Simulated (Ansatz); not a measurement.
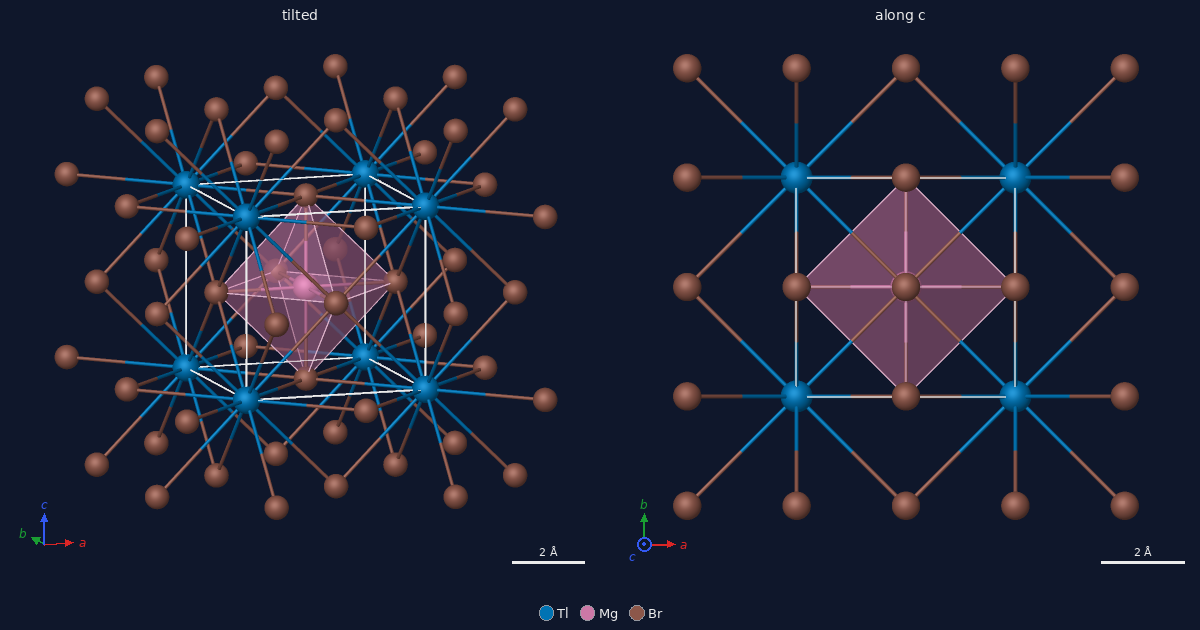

We look at a polyhedral model of the crystal slightly off an axis and along the c axis. Thin lines show the unit cell, with boundary atoms drawn in all their periodic places. Some neighbours outside the box are added.

MgTlBr3, a = 5.287 Å, b = 5.287 Å, c = 5.208 Å, α = 90.00°, β = 90.00°, γ = 90.00°. Strictly the space group is P4/mmm (No. 123, within 0.01 Å). It is a distorted form of a primitive cubic structure, space group Pm-3m (No. 221) within 0.25 Å: cubic perovskite. The cell started as a structure type filled with these elements by a generator (whether the compound takes this form wasn't checked). The cell was then strained or its atoms displaced on purpose. An electronic-structure calculation with Ansatz was run on it.

This one geometry was computed with Ansatz (DFT, plane waves, PAW) at three levels of theory: PBE, HSE06 and r2SCAN. It was relaxed with r2SCAN and then strained.

> How does the band gap change with the level of theory?

PBE: a gap of 2.88 eV, indirect; r2SCAN: a gap of 3.70 eV, indirect; HSE06: a gap of 4.06 eV, indirect.

> Collect the results in a table.

| level | cutoff (eV) | k-mesh of the run's cell | gap (eV) | pressure (GPa) |
| --- | --- | --- | --- | --- |
| PBE | 420 | 6×6×6 | 2.88 | 1.5 |
| HSE06 | 420 | 4×4×4 | 4.06 | 0.9 |
| r2SCAN | 500 | 6×6×6 | 3.70 | 0.5 |

Gaps are taken on the k-mesh or band path of each run.
